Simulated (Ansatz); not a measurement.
# Two self-consistent states of Cr2O3

An SCF can end in more than one state. Here Cr2O3, a strained cell with displaced atoms, is run from each state found earlier: which lies lowest, and what else changes?

Program: Ansatz 0.2.0. Level of theory: DFT, r2SCAN, with U_eff = 2.28 eV on Cr d and an intersite V, plane waves, PAW. These are calculated values, not measurements.

## Step 1: The cell

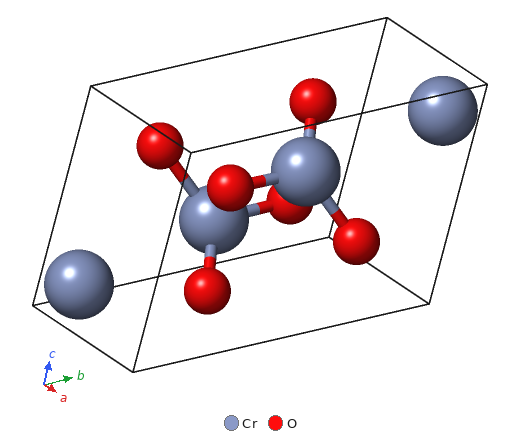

The structure slightly off an axis: chromium light blue, oxygen red.

Cell: a = 5.448 Å, b = 5.455 Å, c = 5.413 Å, α = 55.16°, β = 54.27°, γ = 54.31°. Nearest neighbours (Å) of the first eight atoms: Cr1: 3 O at 1.40 to 1.56; Cr2: 3 O at 1.45 to 1.60; Cr3: 3 O at 1.47 to 1.55; Cr4: 3 O at 1.37 to 1.50; O5: 2 Cr at 1.50 to 1.55; O6: 2 Cr at 1.37 to 1.47; O7: 2 Cr at 1.45 to 1.53; O8: 2 Cr at 1.40 to 1.60.

Its coordinates follow in the input file.

The states: A, Cr1 up, Cr2 down, Cr3 down, Cr4 up (collinear spin); B, Cr1 down, Cr2 up, Cr3 up (collinear spin). Each run reads its own saved solution as saved_state.

## Step 2: Run from state A

input.yaml

```yaml
crystal:
  lattice:
    - [5.44790057, 0.03542663, 0.00987198]
    - [3.15380316, 4.45068334, -0.03598758]
    - [3.14289156, 1.59642641, 4.10734795]
  symmetry: { detect: false, time_reversal: true }
  atoms:
    - { symbol: Cr, position: [0.09694888, 0.10570073, 0.09272514], spin: 3.0 }
    - { symbol: Cr, position: [0.40727025, 0.39733806, 0.39196577], spin: 3.0 }
    - { symbol: Cr, position: [0.91606265, 0.90054567, 0.8848146], spin: 3.0 }
    - { symbol: Cr, position: [0.59176848, 0.60331952, 0.60191661], spin: 3.0 }
    - { symbol: O, position: [0.69371178, 0.80898116, 0.25057055] }
    - { symbol: O, position: [0.2660173, 0.70105351, 0.79066694] }
    - { symbol: O, position: [0.79282425, 0.26307169, 0.69484522] }
    - { symbol: O, position: [0.3097338, 0.1749034, 0.76725541] }
    - { symbol: O, position: [0.75566178, 0.29382305, 0.20477641] }
    - { symbol: O, position: [0.20094124, 0.74065056, 0.30722246] }
kpoints:
  mp_grid: { grid: [5, 4, 5], shift: [0.0, 0.0, 0.5] }
magnetization:
  spin_polarized: true
scf:
  occupations: { method: fermi_dirac }
  lower_state_search: "off"
  max_iter: 200
hamiltonian:
  pseudopotentials: { kind: paw }
  xc: r2scan
  hubbard:
    projectors: all-electron-ortho-atomic
    sites:
      - { species: Cr, l: d, u_eff: 2.28 }
      - { species: O, l: p, u_eff: 0.0 }
    v: [{ species: [Cr, O], l: [d, p], v: 0.68, r_cut: 1.645 }]
basis:
  ecutwfc: 500
  fft_grid_basis: typed
output:
  forces: true
  stress: true
  eigenvalues: true
  bader: true
  populations: true
  elf: true
  write_potential: true
  volumetric_format: npy
  dos:
    e_range: [-12, 8]
    de: 0.05
    projected: { site_lists: { Cr: [Cr], O: [O] } }
  write_density: true
checkpoint:
  read: saved_state
```

Run with:

```sh
$ ansatz run input.yaml --threads 2 --pin off --max-ram 5120MiB --backend cpu --events-out ev --progress --plain --runs-dir out
```

The log of the run (excerpt; [...] marks lines left out):

```text
Warning: RAYON_NUM_THREADS=2 ignored (pool sized by the plan → 2); use --threads N
Cr: projections on atomic orbitals take those of the free atom [Ne] 3s2 3p6 3d5 4s1, of charge +0.00 (hamiltonian.pseudopotentials.projection_atoms); the dataset's partial waves leave at most 7.0e-7 of an orbital's norm unspanned inside its sphere
O: projections on atomic orbitals take those of the free atom [He] 2s2 2p4, of charge +0.00 (hamiltonian.pseudopotentials.projection_atoms); the dataset's partial waves leave at most 1.9e-8 of an orbital's norm unspanned inside its sphere
[...]
Pseudopotentials: kind: paw
Pseudopotential: Cr, paw, valence charge 14, recommended cutoff 500 eV (meta_gga), Cr.paw.azcp
Pseudopotential: O, paw, valence charge 6, recommended cutoff 500 eV (meta_gga), O.paw.azcp
Functional definition: r2SCAN
[...]
Crystal: 10 atoms, lattice volume = 99.352 Å³
Basis set: ecut = 500 eV, 2509 PW (Γ), exchange–correlation on 160×160×160 points (64 copies of the dense FFT grid, shifted against one another)
Bands: 63, of which v1, the nominal top of the filled ones, is band 46 counted from 1 (45 counted from 0)
Symmetry: 1 space group operations
k-points: 51 of 100 (time reversal used)
[...]
Starting moments: Σ|m| = 12 μB on 4 of 10 sites; this step starts from the density that it was given
[...]
SCF iter   1: F=-16911.388552 eV  HF=-16910.784885 eV  |F-HF|=6.04e-1  |Δ(HF+E_count)|=         —  Δρ=7.48e-3 (↑7.48e-3 ↓5.30e-3)  dr2=5.33e-3  dr2_τ=1.70e-2  dr2_m=2.13e-2  M=-0.121 μB ∫|m|=8.479 μB  β_m=0.30  ethr=5.91e-6  ⟨swp⟩=2.1  Hψ=34042  notcnv=0
[...]
WARN: the starting moments were not kept: 2 of 4 ended reversed and 2 kept their direction, counting a site from 0.1 of the cell's largest site moment. The largest reversed, site 2 (counted from 0, in the order of the report's site_moments_mub), started with +3.0 μB and closes at -1.2e0 [...]
  atom   1  Cr     7.15282470    -4.09362043    10.92261982
  atom   2  Cr    -8.77031746    -4.26473431     6.18670528
  atom   3  Cr    -8.68959438     1.52645879     1.26781277
  atom   4  Cr    13.21017413    -1.09425914    -7.27723402
  atom   5  O     -1.31258977     4.49106826    -4.67699559
  atom   6  O     -6.66974745     2.91303807    11.51680104
  atom   7  O      3.42511807    -7.96669669    -0.86618447
  atom   8  O      5.56302494    -4.80730299   -14.92884202
[...]
--- Stress (GPa, compression-positive) ---
      112.102335     -99.490878     -69.797466
      -99.490557     207.997320      -1.100527
      -69.797854      -1.100226     207.409588
  P = ⅓ Tr σ = 175.8364 GPa (1758.364 kbar)
--- Band table (eV; the first three rows and the last of 102) ---
[...]
Occupation matrices written to <dir>
--- Löwdin populations: 10 sites ---
  site symbol       q [e]    m [muB]
     0     Cr     13.1900     2.0324
     1     Cr     13.1724    -2.0848
     2     Cr     13.1768    -2.0806
     3     Cr     13.1955     1.9772
     4      O      6.5414     0.0053
     5      O      6.3619     0.0076
     6      O      6.4896     0.0045
     7      O      6.4781     0.0149
     8      O      6.4052    -0.0031
     9      O      6.5182    -0.0074
  spilling = 0.005119 (of n_electrons = 92.000000)
--- Bader charges: 10 sites ---
  site symbol  charge [e]  shift [e]    m [muB]
     0     Cr      1.5337     0.0091     1.9221
     1     Cr      1.5226     0.0095    -1.9865
     2     Cr      1.5168     0.0100    -1.9786
     3     Cr      1.5461     0.0087     1.8649
     4      O     -1.0636     0.0067     0.0090
     5      O     -0.9588     0.0055     0.0121
     6      O     -1.0384     0.0065     0.0141
     7      O     -1.0212     0.0060     0.0192
     8      O     -0.9854     0.0060     0.0072
     9      O     -1.0518     0.0066    -0.0013
  estimated error of the sums over rays = 5.9e-4 e
```

Run time: 3.4 min. Hardware: 2 threads of Arm Neoverse V1, shared host; peak memory 1.1 GiB.

## Step 3: What state A looks like

States per cell by energy window, from dos.tsv and pdos.tsv (tetrahedra; eV from the Fermi level):

| from | to | total | up | down | Cr s | Cr d | O p |
| --- | --- | --- | --- | --- | --- | --- | --- |
| -8.0 | -7.0 | 6.01 | 3.02 | 2.99 | 0.06 | 0.94 | 4.71 |
| -7.0 | -6.0 | 6.37 | 3.19 | 3.17 | 0.04 | 0.46 | 5.59 |
| -6.0 | -5.0 | 0.39 | 0.20 | 0.18 | 0.00 | 0.02 | 0.35 |
| -5.0 | -4.0 | 0.00 | 0.00 | 0.00 | 0.00 | 0.00 | 0.00 |
| -4.0 | -3.0 | 0.02 | 0.01 | 0.02 | 0.01 | 0.01 | 0.00 |
| -3.0 | -2.0 | 4.37 | 1.95 | 2.42 | 0.63 | 3.21 | 0.46 |
| -2.0 | -1.0 | 5.05 | 2.25 | 2.79 | 0.12 | 4.05 | 0.76 |
| -1.0 | 0.0 | 2.56 | 1.79 | 0.77 | 0.04 | 1.81 | 0.60 |
| 0.0 | 1.0 | 1.63 | 0.58 | 1.05 | 0.23 | 1.06 | 0.11 |
| 1.0 | 2.0 | 4.71 | 2.46 | 2.25 | 0.73 | 2.97 | 0.43 |
| 2.0 | 3.0 | 5.28 | 2.68 | 2.60 | 0.33 | 3.34 | 0.88 |
| 3.0 | 4.0 | 4.49 | 2.41 | 2.09 | 0.09 | 2.97 | 0.98 |
| 4.0 | 5.0 | 4.26 | 2.10 | 2.16 | 0.07 | 2.78 | 1.03 |

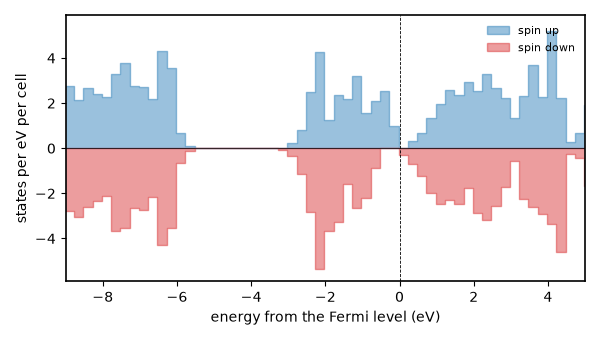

Density of states by spin, in bins of 0.25 eV.

By element, from the tables in the log (a charge is positive for electrons lost): Löwdin charges also hold the electrons that the projection spills.

| element | atoms | Bader charge (e) | Bader volume (Å³) | Löwdin charge (e) | Bader moment, size (μB) |
| --- | --- | --- | --- | --- | --- |
| Cr | 4 | +1.52 to +1.55 | 9.1 to 9.6 | +0.80 to +0.83 | 1.86 to 1.99 |
| O | 6 | -1.06 to -0.96 | 9.7 to 10.7 | -0.54 to -0.36 | 0.00 to 0.02 |

Löwdin charges rest on a small set of atomic orbitals that misses 0.5 % of the electrons, so they need not add up to the cell's charge and can differ from Bader's even in sign.

Eigenvalues of the corrected shells' occupation matrices (the six least like closed shells):

| atom | shell | spin | eigenvalues |
| --- | --- | --- | --- |
| Cr1 | d | up | 0.38 0.40 0.81 0.85 0.92 |
| Cr1 | d | down | 0.19 0.27 0.31 0.35 0.37 |
| Cr2 | d | up | 0.19 0.28 0.30 0.34 0.34 |
| Cr2 | d | down | 0.36 0.38 0.82 0.90 0.93 |
| Cr3 | d | up | 0.18 0.28 0.31 0.32 0.34 |
| Cr3 | d | down | 0.35 0.36 0.82 0.91 0.93 |
| Cr4 | d | up | 0.39 0.41 0.80 0.85 0.89 |
| Cr4 | d | down | 0.20 0.28 0.32 0.35 0.38 |
| O6 | p | up | 0.72 0.81 0.82 |
| O6 | p | down | 0.71 0.81 0.82 |
| O9 | p | up | 0.73 0.81 0.82 |
| O9 | p | down | 0.72 0.82 0.83 |

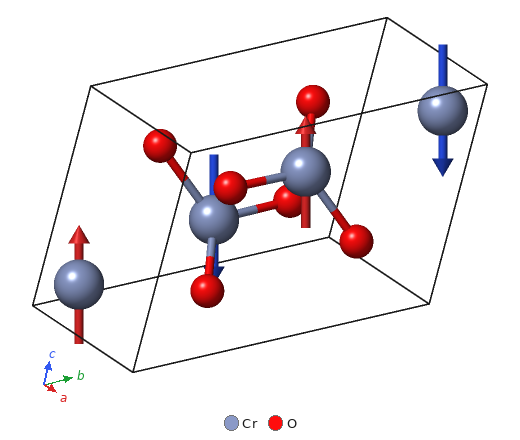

Site moments over 0.3 μB, as arrows (short ones can be hidden in their spheres; values hang on how the density is shared out, so they can differ from the log's spheres): up red, down blue; without spin-orbit coupling their axis is free, so they are drawn up the page.

## Step 4: Run from state B

input.yaml: that of step 2 with these lines changed.

```diff
@@ -5,3 +5,2 @@
     - [3.14289156, 1.59642641, 4.10734795]
-  symmetry: { detect: false, time_reversal: true }
   atoms:
@@ -41,3 +40,2 @@
   eigenvalues: true
-  bader: true
   populations: true
```

Run with:

```sh
$ ansatz run input.yaml --threads 2 --pin off --max-ram 5120MiB --backend cpu --events-out ev --progress --plain --runs-dir out
```

The log of the run (excerpt; [...] marks lines left out):

```text
Warning: RAYON_NUM_THREADS=2 ignored (pool sized by the plan → 2); use --threads N
Cr: projections on atomic orbitals take those of the free atom [Ne] 3s2 3p6 3d5 4s1, of charge +0.00 (hamiltonian.pseudopotentials.projection_atoms); the dataset's partial waves leave at most 7.0e-7 of an orbital's norm unspanned inside its sphere
O: projections on atomic orbitals take those of the free atom [He] 2s2 2p4, of charge +0.00 (hamiltonian.pseudopotentials.projection_atoms); the dataset's partial waves leave at most 1.9e-8 of an orbital's norm unspanned inside its sphere
[...]
[... 4 set-up lines as earlier in the session ...]
[...]
Crystal: 10 atoms, lattice volume = 99.352 Å³
[...]
  atom   4  Cr    11.02869838    -1.21551631    -6.17165385
  atom   5  O     -1.23217128     4.32025838    -3.72745577
  atom   6  O     -4.17913077     0.95178634     9.87411962
  atom   7  O      3.25217492    -5.94708254    -1.66492864
  atom   8  O      5.43550590    -4.65505534   -14.15216297
[...]
--- Stress (GPa, compression-positive) ---
      110.548288     -98.002119     -67.724934
      -98.001792     205.677689      -0.713719
      -67.725165      -0.713553     203.408730
  P = ⅓ Tr σ = 173.2116 GPa (1732.116 kbar)
--- Band table (eV; the first three rows and the last of 102) ---
[...]
Occupation matrices written to <dir>
--- Löwdin populations: 10 sites ---
  site symbol       q [e]    m [muB]
     0     Cr     13.1867    -1.9120
     1     Cr     13.1858     2.1041
     2     Cr     13.1145     2.3994
     3     Cr     13.3544    -0.2804
     4      O      6.5183    -0.0097
     5      O      6.3343    -0.0285
     6      O      6.4684    -0.0181
     7      O      6.4657     0.0008
     8      O      6.3949     0.0105
     9      O      6.5124     0.0142
  spilling = 0.005050 (of n_electrons = 92.000000)
```

Run time: 2.5 min. Hardware: 2 threads of Arm Neoverse V1, shared host; peak memory 1.1 GiB.

## Step 5: What state B looks like

States per cell by energy window, from dos.tsv and pdos.tsv (tetrahedra; eV from the Fermi level):

| from | to | total | up | down | Cr s | Cr d | O p |
| --- | --- | --- | --- | --- | --- | --- | --- |
| -8.0 | -7.0 | 6.04 | 3.00 | 3.04 | 0.06 | 0.93 | 4.76 |
| -7.0 | -6.0 | 6.23 | 3.03 | 3.21 | 0.04 | 0.44 | 5.49 |
| -6.0 | -5.0 | 0.25 | 0.09 | 0.16 | 0.00 | 0.01 | 0.23 |
| -5.0 | -4.0 | 0.00 | 0.00 | 0.00 | 0.00 | 0.00 | 0.00 |
| -4.0 | -3.0 | 0.19 | 0.19 | 0.00 | 0.04 | 0.13 | 0.02 |
| -3.0 | -2.0 | 3.95 | 2.95 | 1.00 | 0.44 | 3.03 | 0.41 |
| -2.0 | -1.0 | 4.42 | 2.33 | 2.08 | 0.23 | 3.42 | 0.65 |
| -1.0 | 0.0 | 3.42 | 1.62 | 1.80 | 0.27 | 2.45 | 0.55 |
| 0.0 | 1.0 | 2.08 | 0.98 | 1.09 | 0.16 | 1.48 | 0.19 |
| 1.0 | 2.0 | 5.12 | 2.38 | 2.74 | 0.60 | 3.32 | 0.58 |
| 2.0 | 3.0 | 4.91 | 2.20 | 2.71 | 0.26 | 3.14 | 0.88 |
| 3.0 | 4.0 | 4.92 | 2.52 | 2.41 | 0.08 | 3.26 | 1.13 |
| 4.0 | 5.0 | 3.75 | 1.58 | 2.17 | 0.14 | 2.28 | 0.86 |

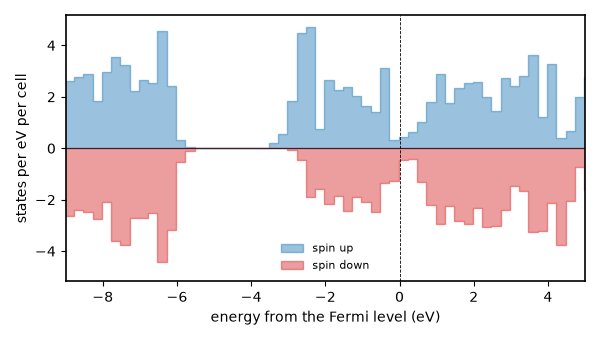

Density of states by spin, in bins of 0.25 eV.

By element, from the tables in the log (a charge is positive for electrons lost): Löwdin charges also hold the electrons that the projection spills.

| element | atoms | Löwdin charge (e) | sphere moment, size (μB) |
| --- | --- | --- | --- |
| Cr | 4 | +0.64 to +0.88 | 0.19 to 1.42 |
| O | 6 | -0.52 to -0.33 | 0.01 to 0.03 |

The Löwdin projection spills 0.5 % of the electrons and depends on the orbitals chosen; where it disagrees with Bader's partition, neither is an observable.

Occupation eigenvalues of the Hubbard shells (the six least like closed shells):

| atom | shell | spin | eigenvalues |
| --- | --- | --- | --- |
| Cr1 | d | up | 0.20 0.29 0.32 0.36 0.38 |
| Cr1 | d | down | 0.38 0.40 0.80 0.80 0.92 |
| Cr2 | d | up | 0.36 0.38 0.83 0.89 0.93 |
| Cr2 | d | down | 0.20 0.27 0.29 0.33 0.34 |
| Cr3 | d | up | 0.42 0.44 0.84 0.89 0.93 |
| Cr3 | d | down | 0.17 0.19 0.27 0.30 0.32 |
| Cr4 | d | up | 0.29 0.40 0.41 0.43 0.74 |
| Cr4 | d | down | 0.23 0.37 0.39 0.73 0.86 |
| O6 | p | up | 0.71 0.78 0.82 |
| O6 | p | down | 0.73 0.79 0.83 |
| O9 | p | up | 0.72 0.82 0.83 |
| O9 | p | down | 0.73 0.81 0.82 |

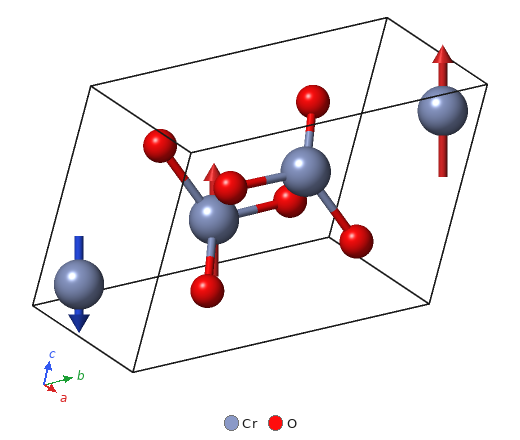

Site moments over 0.3 μB, as arrows (short ones can be hidden in their spheres; values hang on how the density is shared out, so they can differ from the log's spheres): up red, down blue; without spin-orbit coupling their axis is free, so they are drawn up the page.

## Step 6: Comparison

| state | free energy (meV/atom) | largest site moment (μB) | size of the net moment (μB/cell) | gap (eV) | pressure (GPa) | largest force (eV/Å) | SCF cycles |
| --- | --- | --- | --- | --- | --- | --- | --- |
| A | 0.0 | 1.23 | 0.12 | metal | 175.8 | 16.64 | 11 |
| B | 23.5 | 1.42 | 2.33 | metal | 173.2 | 15.86 | 11 |

What this shows: State A wins by 23.5 meV per atom over B. The atoms are far from rest (forces to 16.6 eV/Å), so order and character hold for this geometry alone. At the same volume their pressures differ by 2.6 GPa. Every run converged, so convergence alone does not show that a state is the lowest.

Keep in mind: the k mesh is coarse for a cell without a gap; atoms or cell far from equilibrium.
